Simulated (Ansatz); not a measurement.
```xyz
3

B     0.0000    0.0000   -0.1569
Cl    0.0000    0.0000    1.5229
O     0.0000    0.0000   -1.3660
```

Geometry: r2SCAN-D4/def2-TZVP.

The calculation used isolated molecule in a Gaussian basis; Kohn-Sham density functional theory, functional PBE0 (Ansatz).

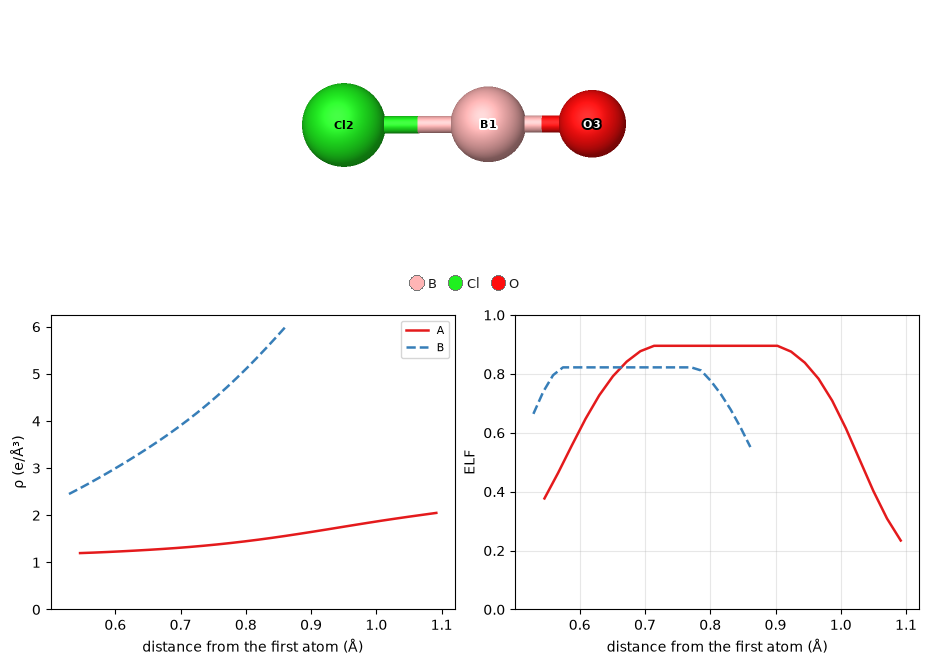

BClO (SMILES O=BCl). Electron density and ELF along straight lines between neighbouring atoms. The curves leave out the atomic cores. The structure is drawn too.

> Which curve belongs to which contact (B–Cl and B–O)? The first atom named is at distance zero.

Curve A: B–Cl (1.68 Å): ρ at the midpoint is about 1.5 e/Å³; the ELF peaks at about 0.90 between the atoms; a short, strongly polar bond. Curve B: B–O (1.21 Å): ρ at the midpoint is about 3 e/Å³; the ELF peaks at about 0.80 between the atoms, as expected for a polar covalent bond.
